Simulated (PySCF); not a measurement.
System: H$_{8}$N$_{4}$Y (charge −1).

```xyz
13

Y     0.0001    0.0000    0.0000
N     1.3377    1.3189    1.2023
H     2.1996    1.0046    1.6507
H     1.2903    2.3214    1.3819
N    -1.3375   -1.2024    1.3189
H    -1.2901   -1.3819    2.3214
H    -2.2000   -1.6503    1.0045
N     1.3377   -1.3189   -1.2023
H     1.2903   -2.3214   -1.3819
H     2.1996   -1.0046   -1.6507
N    -1.3375    1.2024   -1.3189
H    -2.2000    1.6503   -1.0045
H    -1.2901    1.3819   -2.3214
```

Core potentials replace the inner electrons of Y.

All numbers below come from RKS PBE0, Y def2-SVP with ECP28, N def2-SVP, H def2-SVP; non-relativistic Hamiltonian with scalar-relativistic core potentials where named; density fitting (PySCF).

Question: Predict the electron density and electron localisation function between the atoms.

Answer: Y–N (2.23 Å): ρ at the midpoint is about 0.5 e/Å³; the ELF peaks at about 0.90 in the valence shell of N, 0.6 Å from its nucleus, and drops to about 0.15 between the two atoms; a largely ionic contact.
N–H (1.02 Å): the density is about 2.6 e/Å³ at the midpoint; the ELF climbs to about 1 towards the hydrogen, as it does in any bond to H: a covalent bond by its length.

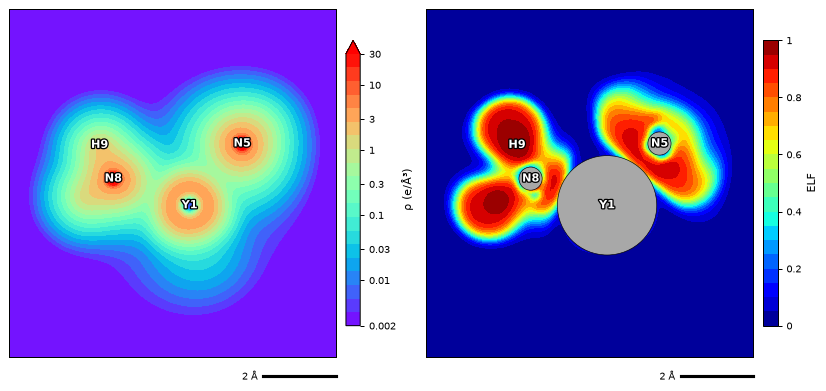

Computed electron density and electron localisation function on the plane of atoms N5, Y1 and N8, in this order. Grey discs cover the atomic cores in the ELF map. 
